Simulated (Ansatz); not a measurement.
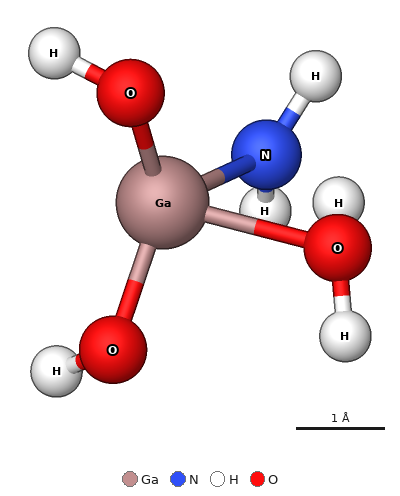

*The structure as given in the input (ball-and-stick view, seen at a tilt). Sticks mark near contacts.*

Bond lengths as drawn: Ga–N 2.28 Å, Ga–O 1.79 to 2.09 Å, H–N 1.06 Å and H–O 1.01 Å.

# Geometry relaxation of GaNH6O3

The run: geometry relaxation of GaNH6O3. Method and program: RKS PBE-D4/def2-SVP (Ansatz 0.2.0).

The input holds or restrains some coordinates. It belongs to a series of runs on one base structure; here: pulled along the bonds that form and break, towards end B.

The program's output
```
The last accepted step is kept in [file] (removed where the run ends without a failure and the disk answers)
Engine: ansatz 0.2.0, x86_64-unknown-linux-gnu
Functional definition: PBE
  parameter kappa = 0.804
  parameter beta = 0.06672455060314922
  exchange = pbe_x(kappa = kappa, mu = beta*pi^2/3)
  correlation = pbe_c(beta = beta)
1304 factors; their error is unknown
mean field evaluation 1: about -60057.3829 eV, gradient 1.1e2 eV
mean field evaluation 2: about -59943.8293 eV, gradient 2.5e2 eV
mean field evaluation 4: about -60076.7924 eV, gradient 3.5e1 eV
mean field evaluation 8: about -60079.2776 eV, gradient 1.6e-1 eV
mean field evaluation 16: about -60079.2234 eV, gradient 1.6e-3 eV
mean field -60079.22342928 eV, -2207.8707378656 hartree, gradient 2.2e-5 eV, S^2 0.000000; 0 other end points of the search recorded, 0 dependent functions left out
the calculation of the forces begins
reference -60079.22347326 eV, -2207.8707394821 hartree; 34, 34 occupied and 84, 84 virtual orbitals, 1304 factors
relax step   1: F+E_penalty+E_count = -60079.42424352 eV  Δ(F+E_penalty+E_count) = +0.000e0 eV  max|allowed force component| = 2.565e0 eV/Å  E_restraint = 24.34450415 eV  max|allowed force component, restraints' pulls added| = 2.446e1 eV/Å  Δτ_max = 0.0000 Å  (30 SCF iters, accepted)
  distance Ga 0 - O 8 = 2.0900 Å
  distance H 10 - N 1 = 1.3548 Å
  distance Ga 0 - N 1 = 2.2800 Å
  distance H 10 - O 8 = 1.3594 Å
these checks for a lower state are left out or cut short: starts, cluster_reference, orbital_swaps, neighbouring_geometries, increment
1304 factors; their error is unknown
mean field -60079.30848297 eV, -2207.8738635313 hartree, gradient 1.3e-5 eV, S^2 0.000000; 0 other end points of the search recorded, 0 dependent functions left out
[... from here on the field's lines of each further geometry are left out, up to the last ...]
relax step   2: F+E_penalty+E_count = -60079.50444750 eV  Δ(F+E_penalty+E_count) = -8.020e-2 eV  max|allowed force component| = 3.945e0 eV/Å  E_restraint = 9.45003494 eV  max|allowed force component, restraints' pulls added| = 1.574e1 eV/Å  Δτ_max = 0.1921 Å  (38 SCF iters, accepted)
relax step   3: F+E_penalty+E_count = -60079.72081216 eV  Δ(F+E_penalty+E_count) = -2.164e-1 eV  max|allowed force component| = 3.197e0 eV/Å  E_restraint = 1.95284476 eV  max|allowed force component, restraints' pulls added| = 6.361e0 eV/Å  Δτ_max = 0.1932 Å  (37 SCF iters, accepted)
relax step   4: F+E_penalty+E_count = -60079.93752096 eV  Δ(F+E_penalty+E_count) = -2.167e-1 eV  max|allowed force component| = 2.309e0 eV/Å  E_restraint = 0.10295824 eV  max|allowed force component, restraints' pulls added| = 1.525e0 eV/Å  Δτ_max = 0.1947 Å  (36 SCF iters, accepted)
relax step   5: F+E_penalty+E_count = -60080.07621261 eV  Δ(F+E_penalty+E_count) = -1.387e-1 eV  max|allowed force component| = 2.769e0 eV/Å  E_restraint = 0.04558764 eV  max|allowed force component, restraints' pulls added| = 1.140e0 eV/Å  Δτ_max = 0.2000 Å  (31 SCF iters, accepted)
relax step   6: F+E_penalty+E_count = -60080.24106590 eV  Δ(F+E_penalty+E_count) = -1.649e-1 eV  max|allowed force component| = 2.200e0 eV/Å  E_restraint = 0.02741157 eV  max|allowed force component, restraints' pulls added| = 3.020e0 eV/Å  Δτ_max = 0.1922 Å  (35 SCF iters, accepted)
relax step   7: F+E_penalty+E_count = -60080.42446360 eV  Δ(F+E_penalty+E_count) = -1.834e-1 eV  max|allowed force component| = 8.356e-1 eV/Å  E_restraint = 0.00996130 eV  max|allowed force component, restraints' pulls added| = 2.544e-1 eV/Å  Δτ_max = 0.2000 Å  (30 SCF iters, accepted)
relax step   8: F+E_penalty+E_count = -60080.45327652 eV  Δ(F+E_penalty+E_count) = -2.881e-2 eV  max|allowed force component| = 7.051e-1 eV/Å  E_restraint = 0.00941672 eV  max|allowed force component, restraints' pulls added| = 2.467e-1 eV/Å  Δτ_max = 0.1997 Å  (30 SCF iters, accepted)
the calculation of the forces begins
reference -60080.28335853 eV, -2207.9096895471 hartree; 34, 34 occupied and 84, 84 virtual orbitals, 1304 factors
relax step   9: F+E_penalty+E_count = -60080.46431833 eV  Δ(F+E_penalty+E_count) = -1.104e-2 eV  max|allowed force component| = 6.834e-1 eV/Å  E_restraint = 0.00878326 eV  max|allowed force component, restraints' pulls added| = 1.240e-1 eV/Å  Δτ_max = 0.1999 Å  (30 SCF iters, accepted)
  distance Ga 0 - O 8 = 1.7983 Å
  distance H 10 - N 1 = 1.0452 Å
  distance Ga 0 - N 1 = 3.1129 Å
  distance H 10 - O 8 = 2.2127 Å
1304 factors; their error is unknown
mean field evaluation 96: about -60080.2833 eV, gradient 7.5e-3 eV
```

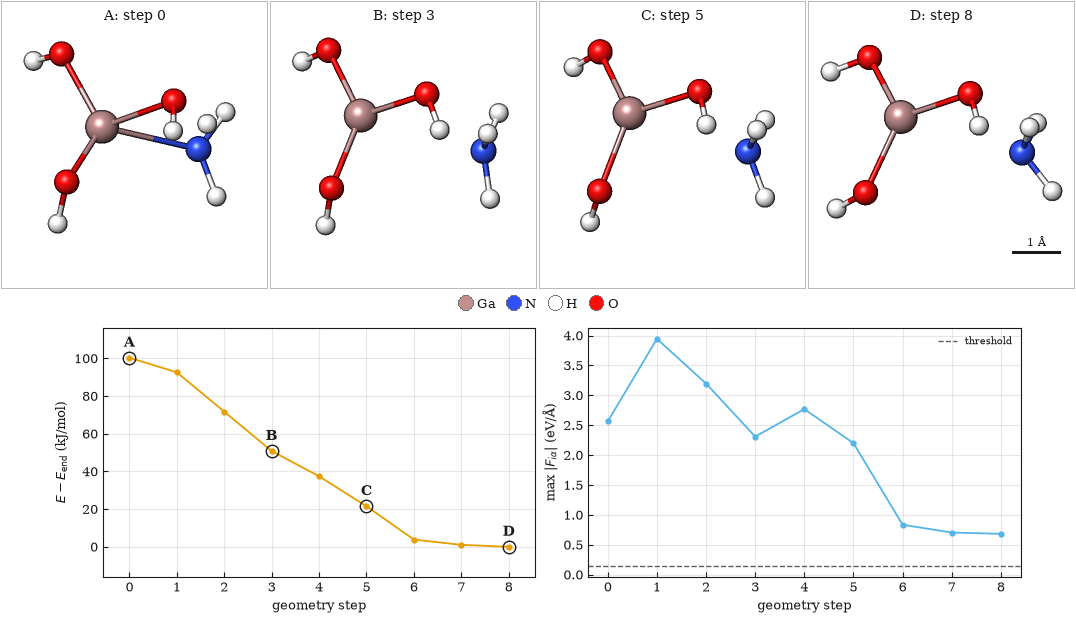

*Frames of the restrained relaxation (ball-and-stick view, seen at a tilt) above the curves, on which the letters mark them (the first geometry is step 0 here and step 1 in the log).*

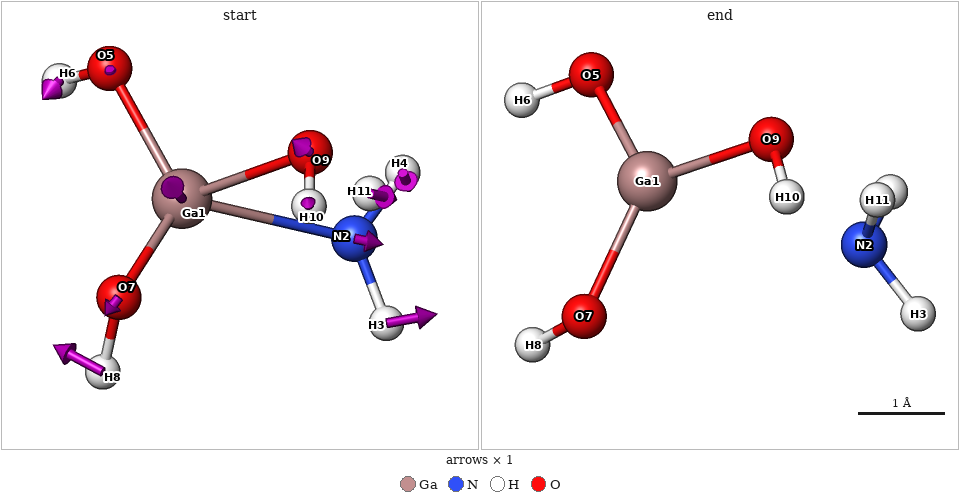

*Before (left) and after (right) the restrained relaxation, at one scale (ball-and-stick view, seen at a tilt). The pink arrows give the displacements, at true length.*

Over 8 geometry steps the energy falls by 100.4 kJ/mol. Largest force component: 2.6 eV/Å at the start, 0.68 eV/Å at the end. The largest move after the best rigid fit is that of H8, 0.72 Å. By element the largest moves are H 0.72 Å, Ga 0.69 Å, N 0.36 Å, O 0.35 Å. Among the contacts that change: Ga1–N2 2.280 → 3.113 Å, N2–H11 1.355 → 1.045 Å, Ga1–O9 2.090 → 1.798 Å, O5–H6 1.010 → 0.973 Å. New bonds form: N2–H11 (1.35 → 1.05 Å). Among the angles that change: O7–Ga1–O9 92.8° → 115.7°, H3–N2–H4 120.0° → 107.3°, O5–Ga1–O9 105.4° → 115.4°. (Atoms are counted from 1 in the order of the input.)

```
mean field -60080.28331401 eV, -2207.9096879112 hartree, gradient 1.9e-5 eV, S^2 0.000000; 1 other end points of the search recorded, 0 dependent functions left out
the calculation of the forces begins
reference -60080.28335853 eV, -2207.9096895471 hartree; 34, 34 occupied and 84, 84 virtual orbitals, 1304 factors
Total energy: -60080.46436285 eV, -2207.9163413332 hartree
Atom 0 at    -0.130683     0.488958    -0.459233 Å, force    -0.098772    -0.278417     0.415703 eV/Å
Atom 1 at    -0.053369     0.094934     2.627708 Å, force    -0.024970     0.484856    -0.683442 eV/Å
Atom 2 at    -0.783149     0.031668     3.347592 Å, force     0.000179    -0.010451    -0.006983 eV/Å
Atom 3 at     0.848089    -0.060573     3.092909 Å, force     0.031184     0.001820     0.036220 eV/Å
Atom 4 at     1.525734    -0.098920    -0.823304 Å, force     0.041093     0.010343    -0.006464 eV/Å
Atom 5 at     1.515122    -0.950216    -1.294941 Å, force    -0.003444    -0.033575    -0.008214 eV/Å
Atom 6 at    -1.710049    -0.218008    -0.983300 Å, force     0.060702    -0.045768    -0.013905 eV/Å
Atom 7 at    -1.636074    -1.174099    -1.160492 Å, force    -0.015767     0.029527    -0.013614 eV/Å
Atom 8 at    -0.221286     2.103173     0.328093 Å, force     0.012853     0.266217     0.048216 eV/Å
Atom 9 at    -1.149262     2.403147     0.338377 Å, force    -0.003006     0.002987     0.010865 eV/Å
Atom 10 at    -0.044273     1.081537     2.282793 Å, force    -0.000052    -0.427540     0.221619 eV/Å
Dipole moment:    -0.183867    -0.357279     0.224157 e Å
```

Trajectory as extended XYZ (Å, eV, eV/Å), 9 frames, from step=1 to step=9
```
11
Properties=species:S:1:pos:R:3:forces:R:3 step=1 energy=-60079.42424
Ga    0.0000    0.0000    0.0000   -0.0224   2.5653   1.9307
N     0.0000    0.0000    2.2800   -0.0823   1.9321  -1.2657
H    -0.8770   -0.2713    2.8100    1.5248   0.2800  -0.2012
H     0.8770    0.2713    2.8100   -1.1595  -1.1886  -0.1148
O     1.5501    0.0000   -0.8950    0.8891  -1.8734  -0.0993
H     1.8500   -0.9519   -1.0499   -0.3129   1.4246   0.1345
O    -1.5501    0.0000   -0.8950   -1.5241  -2.1213   0.3019
H    -2.0598   -0.8467   -0.6865    0.5309   1.2306  -0.5124
O    -0.2614    1.9661    0.6590   -0.5292  -0.5683   0.1405
H    -1.2001    2.2714    0.4451    1.3229  -0.6316   0.3114
H    -0.1679    1.2627    1.8185   -0.6372  -1.0496  -0.6257
11
Properties=species:S:1:pos:R:3:forces:R:3 step=2 energy=-60079.50445
Ga   -0.0084    0.1101   -0.1560   -0.1366   2.9456   1.9613
N    -0.0072    0.0470    2.4281   -0.3246   3.1331  -3.9447
H    -0.8784   -0.2737    2.8446    0.4270  -0.0627   0.9702
H     0.8881    0.2616    2.8484    0.1780  -0.9304   1.2644
O     1.5815   -0.0073   -0.9149    0.9795  -1.1537  -0.1424
H     1.8488   -0.9495   -1.0491   -0.0587   0.6262  -0.0074
O    -1.5903   -0.0114   -0.9206   -1.5851  -1.5272  -0.1929
H    -2.0595   -0.8475   -0.6870    0.0952   0.4304  -0.3526
O    -0.2541    1.9660    0.5011   -0.0885  -0.6504   0.1757
H    -1.2000    2.2697    0.4385    0.8450  -0.5592  -0.1929
H    -0.1597    1.1365    1.9632   -0.3313  -2.2519   0.4611
11
Properties=species:S:1:pos:R:3:forces:R:3 step=3 energy=-60079.72081
Ga   -0.0190    0.2336   -0.3030   -0.0066   2.2150   1.5363
N    -0.0139    0.0899    2.5314   -0.1277   1.4369  -3.1965
H    -0.8810   -0.2800    2.8762    0.0891  -0.4465   1.2634
H     0.9064    0.2440    2.8877    0.6739  -1.0638   1.5710
O     1.6072   -0.0171   -0.9209    0.8680  -0.4442  -0.1091
H     1.8486   -0.9506   -1.0500    0.0212  -0.0359  -0.0647
O    -1.6279   -0.0297   -0.9374   -1.3771  -0.7369  -0.5273
H    -2.0630   -0.8554   -0.6882   -0.2097  -0.4021  -0.0873
O    -0.2430    1.9745    0.3462   -0.1320   0.0969   0.2878
H    -1.1920    2.2586    0.4274    0.8296  -0.5652  -0.3474
H    -0.1618    1.0338    2.1267   -0.6287  -0.0541  -0.3260
11
Properties=species:S:1:pos:R:3:forces:R:3 step=4 energy=-60079.93752
Ga   -0.0295    0.3720   -0.4396   -0.0774   0.2428   0.6104
N    -0.0180    0.1022    2.6033    0.3290   1.4418  -2.3095
H    -0.8776   -0.3159    2.9431    0.5288  -0.2856   0.9473
H     0.9397    0.1844    2.9580   -0.5822  -0.9443   0.8464
O     1.6434   -0.0240   -0.9256    0.1230   0.0147   0.0553
H     1.8438   -0.9651   -1.0512   -0.1129  -0.1509  -0.0562
O    -1.6851   -0.0604   -0.9700   -0.3141  -0.1578  -0.2379
H    -2.0723   -0.8982   -0.6856    0.0166  -0.4150   0.0213
O    -0.2209    2.0222    0.2520   -0.0475   0.7605   0.4534
H    -1.1674    2.2426    0.4046    0.4004  -0.2415  -0.3031
H    -0.1952    1.0420    2.2071   -0.2637  -0.2650  -0.0275
11
Properties=species:S:1:pos:R:3:forces:R:3 step=5 energy=-60080.07621
Ga   -0.0504    0.4534   -0.4443   -0.1996  -0.1334   0.3395
N    -0.0008    0.0211    2.6014   -0.1753   1.3003  -2.7694
H    -0.8803   -0.2738    3.0209    0.5163  -0.0181   0.7415
H     0.9238    0.0887    3.0083   -0.1312  -0.5468   0.9879
O     1.6239    0.0063   -0.8825    0.1260   0.0309   0.0416
H     1.7948   -0.9440   -0.9921   -0.1367  -0.0833  -0.0360
O    -1.6956   -0.0870   -0.9390   -0.1787  -0.1171  -0.1010
H    -2.0154   -0.9559   -0.6494    0.1522  -0.1998  -0.0113
O    -0.2356    2.1167    0.2178   -0.1205   0.5008   0.3527
H    -1.1878    2.3557    0.2855    0.4079  -0.2178  -0.1269
H    -0.1157    0.9203    2.0697   -0.2604  -0.5156   0.5813
11
Properties=species:S:1:pos:R:3:forces:R:3 step=6 energy=-60080.24107
Ga   -0.0778    0.5289   -0.5306   -0.2938  -0.4215   0.7983
N    -0.0045    0.0205    2.5450   -0.6517   2.2004  -2.0869
H    -0.8601   -0.2429    3.0540    0.6445   0.0491   0.3373
H     0.8960   -0.0324    3.0154   -0.1140  -0.2813   0.6131
O     1.5978    0.0007   -0.8851    0.0985  -0.0700  -0.0560
H     1.7058   -0.9626   -0.9995   -0.1539   0.1239  -0.0425
O    -1.7112   -0.1466   -0.9473   -0.0708  -0.4695   0.0801
H    -1.9019   -1.0794   -0.6869    0.3693   0.5769  -0.1904
O    -0.2158    2.1462    0.2693   -0.2349   0.2782  -0.0827
H    -1.1607    2.4161    0.2535    0.3128  -0.0978  -0.0046
H    -0.1066    1.0531    2.2083    0.0939  -1.8883   0.6345
11
Properties=species:S:1:pos:R:3:forces:R:3 step=7 energy=-60080.42446
Ga   -0.0828    0.5194   -0.5041   -0.0666  -0.4075   0.4165
N    -0.0571    0.0596    2.5720   -0.2276   0.5381  -0.8356
H    -0.8548   -0.1325    3.1958    0.2544   0.0741  -0.0388
H     0.8216   -0.0356    3.0922   -0.0710   0.0131   0.1081
O     1.5696   -0.0034   -0.9894   -0.0514  -0.0420   0.0935
H     1.6088   -0.9600   -1.1744   -0.0394   0.0515  -0.0544
O    -1.6841   -0.1920   -0.9716    0.0461  -0.1242   0.0702
H    -1.7513   -1.1488   -0.7814    0.0918   0.1552  -0.0786
O    -0.1757    2.1255    0.3035   -0.0468   0.3155   0.0200
H    -1.1079    2.4167    0.3112    0.0446  -0.0010   0.0033
H    -0.1254    1.0526    2.2424    0.0659  -0.5726   0.2959
11
Properties=species:S:1:pos:R:3:forces:R:3 step=8 energy=-60080.45328
Ga   -0.1197    0.5064   -0.4818    0.0668  -0.3527   0.4029
N    -0.0370    0.0755    2.5992   -0.0443   0.4755  -0.7051
H    -0.8135   -0.0581    3.2584    0.0353   0.0350   0.0048
H     0.8393   -0.0329    3.1231   -0.0043  -0.0125   0.0212
O     1.5450   -0.0482   -0.8798   -0.0405  -0.2465  -0.0600
H     1.5464   -0.9596   -1.2387   -0.0159   0.2467   0.0672
O    -1.6921   -0.2026   -1.0241   -0.0274  -0.1583   0.0481
H    -1.7078   -1.1791   -0.9740    0.0618   0.1741  -0.0451
O    -0.2033    2.1141    0.3215   -0.0043   0.2625   0.0269
H    -1.1290    2.4196    0.3254   -0.0259   0.0251   0.0118
H    -0.0675    1.0664    2.2670   -0.0013  -0.4488   0.2275
11
Properties=species:S:1:pos:R:3:forces:R:3 step=9 energy=-60080.46432
Ga   -0.1307    0.4890   -0.4592   -0.0988  -0.2784   0.4157
N    -0.0534    0.0949    2.6277   -0.0250   0.4849  -0.6834
H    -0.7831    0.0317    3.3476    0.0002  -0.0105  -0.0070
H     0.8481   -0.0606    3.0929    0.0312   0.0018   0.0362
O     1.5257   -0.0989   -0.8233    0.0411   0.0103  -0.0065
H     1.5151   -0.9502   -1.2949   -0.0034  -0.0336  -0.0082
O    -1.7100   -0.2180   -0.9833    0.0607  -0.0458  -0.0139
H    -1.6361   -1.1741   -1.1605   -0.0158   0.0295  -0.0136
O    -0.2213    2.1032    0.3281    0.0129   0.2662   0.0482
H    -1.1493    2.4031    0.3384   -0.0030   0.0030   0.0109
H    -0.0443    1.0815    2.2828   -0.0001  -0.4275   0.2216
```

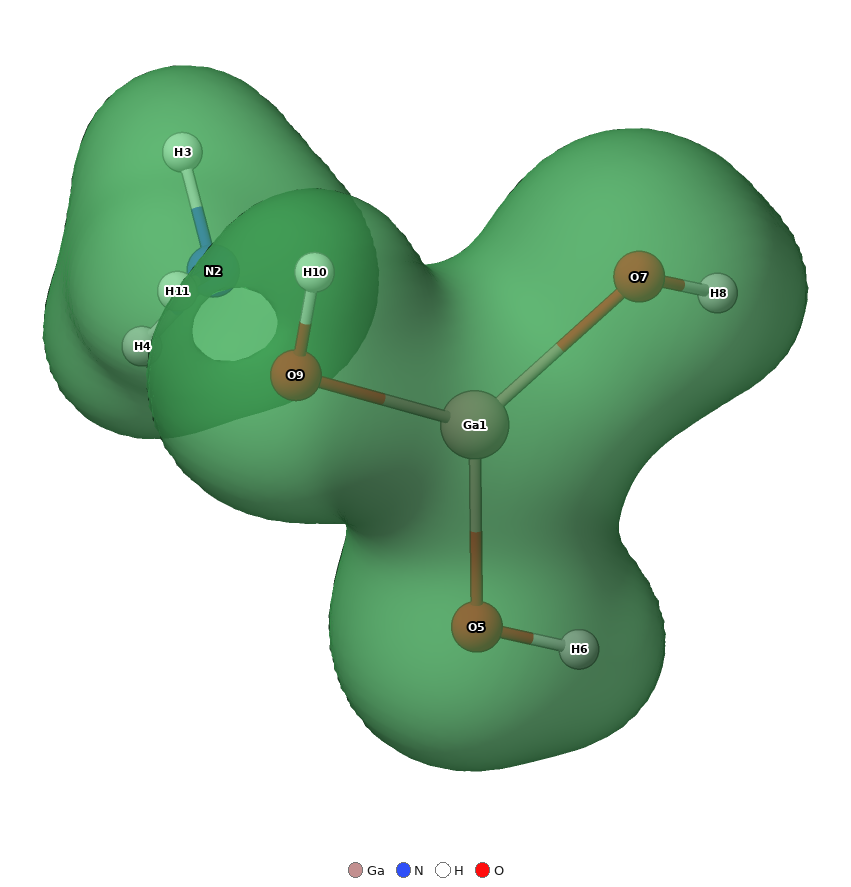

*Isosurface of the electron density at 0.1 e/Å³ (green), seen at an oblique angle.*

At this value the surface is in one piece. It is pinched off along the Ga···N (3.11 Å) contacts. On the grid the lowest density along these lines, outside the cores, is 0.07 e/Å³ (Ga···N, 3.11 Å), 0.86 e/Å³ (Ga–O, 1.79 Å), 2.3 e/Å³ (O–H, 0.97 Å) and 2.2 e/Å³ (N–H, 1.03 Å).

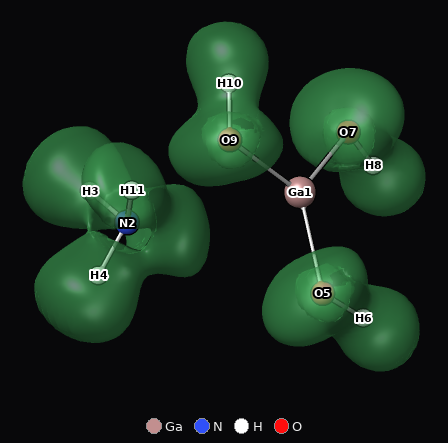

*Isosurface of the electron localisation function at 0.75 (green), seen face on. Only the valence region is drawn (cores and ρ < 0.01 e/Å³ removed).*

Values along the shortest contacts: Ga1···N2 (3.11 Å): the ELF is only about 0.05 between them. Ga–O (1.79 Å): the ELF peaks at about 0.85 in the valence shell of O, 0.6 Å from its nucleus, and is about 0.25 at the midpoint.

The run was set up as follows.

The input
```yaml
crystal:
  periodic: [false, false, false]
  atoms:
    - { symbol: Ga, position_ang: [0.0, 0.0, 0.0] }
    - { symbol: "N", position_ang: [0.0, 0.0, 2.28] }
    - { symbol: H, position_ang: [-0.877, -0.2713, 2.81] }
    - { symbol: H, position_ang: [0.877, 0.2713, 2.81] }
    - { symbol: O, position_ang: [1.5501, 0.0, -0.895] }
    - { symbol: H, position_ang: [1.85, -0.9519, -1.0499] }
    - { symbol: O, position_ang: [-1.5501, 0.0, -0.895] }
    - { symbol: H, position_ang: [-2.0598, -0.8467, -0.6865] }
    - { symbol: O, position_ang: [-0.2614, 1.9661, 0.659] }
    - { symbol: H, position_ang: [-1.2001, 2.2714, 0.4451] }
    - { symbol: H, position_ang: [-0.1679, 1.2627, 1.8185] }
basis:
  gaussian: { orbitals: def2-SVP }
hamiltonian:
  xc: pbe
  dispersion: d4
relax:
  f_tol: 0.15
  max_steps: 25
  restrain:
    - { distance: [0, 8], at: 1.79, k: 30.0 }
    - { distance: [10, 1], at: 1.06, k: 30.0 }
    - { distance: [0, 1], at: 3.13, k: 30.0 }
    - { distance: [10, 8], at: 2.21, k: 30.0 }
output:
  orbitals: {}
```

Command:
```bash
ansatz run input.yaml --threads 4 --pin off --max-ram 5120MiB --backend cpu --events-out ev --progress --plain --runs-dir out
```

Results in brief

```tsv
quantity	value
outcome	converged under the restraints of the input
total energy	−60080.4644 eV
mean-field energy	−60080.2834 eV
largest force (length of the vector) at the end, held atoms and coordinates included	0.838 eV/Å
hardware	4 threads of Intel Xeon @ 3.00GHz (Skylake/Cascade Lake), 12 GiB of memory available, shared host
wall time	11 s (CPU time 38 s)
peak memory	0.19 GiB
```
